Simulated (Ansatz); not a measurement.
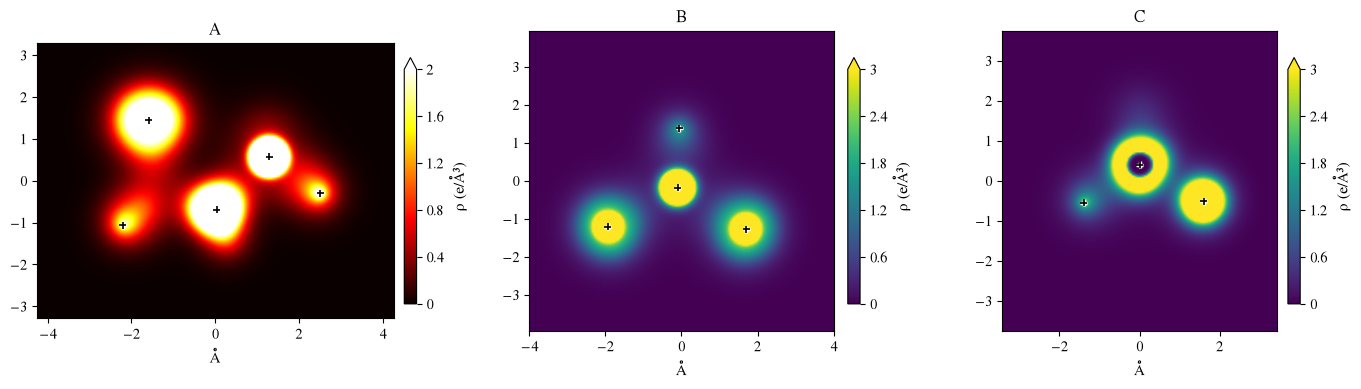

The electron density of 3 systems, each on a plane through atoms (crosses mark nuclei in the plane).

Theory: RKS PBE-D4/def2-SVP in Ansatz 0.2.0.

System 1: FH5W···HCl, the plane of atoms H4, W1 and F5. Core potentials replace the inner electrons of W.

```xyz
9

W    -0.1203   -0.0610    0.0190
H     0.5437   -0.9992    1.2611
H     1.4197    0.4348    0.5675
H     0.8857    0.6440   -1.1444
F    -1.6467    0.8747    0.4281
H    -0.4142   -1.7197   -0.0733
H    -0.2105   -0.7289   -1.5277
Cl    0.6047    2.5313    2.2010
H     1.2891    1.6087    1.5428
```

System 2: BCl2H5OSi, the plane of atoms O5, Si6 and H8. 

```xyz
10

B     0.0948   -0.0871    0.1616
H     0.6773    0.5037    1.0479
Cl    1.1979   -0.6675   -1.2046
Cl   -1.4461    0.7337   -0.4068
O    -0.4035   -1.4947    0.7925
Si   -0.5155   -2.9492   -0.2291
H     0.8239   -3.5954   -0.2790
H    -1.4590   -3.7560    0.6173
H    -1.1352   -2.6406   -1.5488
H    -1.1893   -1.3284    1.3560
```

System 3: AlCl2H···H2O, the plane of atoms Cl4, Al1 and Cl5. Not at a stationary point (largest force 0.9 eV/Å).

```xyz
7

Al    0.1520    0.5419   -0.5158
O     0.0536    0.0223    2.3967
H    -0.8966   -0.0878    2.5968
Cl    1.8936   -0.2975   -1.3444
Cl   -1.7328   -0.1754   -1.1356
H     0.2249    1.8049    0.4132
H     0.0998    0.9622    2.0750
```

### Which map belongs to which system?

Panel A is system 2, BCl2H5OSi: the plane holds H, Cl, O and Si. Si–O (1.78 Å): the density is about 0.82 e/Å³ at the midpoint. Panel B is system 3, AlCl2H···H2O: the plane holds Al, Cl and H. Al–Cl (2.10 Å): ρ is about 0.69 e/Å³ halfway. Panel C is system 1, FH5W···HCl: the plane holds W, H and F. W–F (1.84 Å): ρ is about 1.1 e/Å³ halfway.
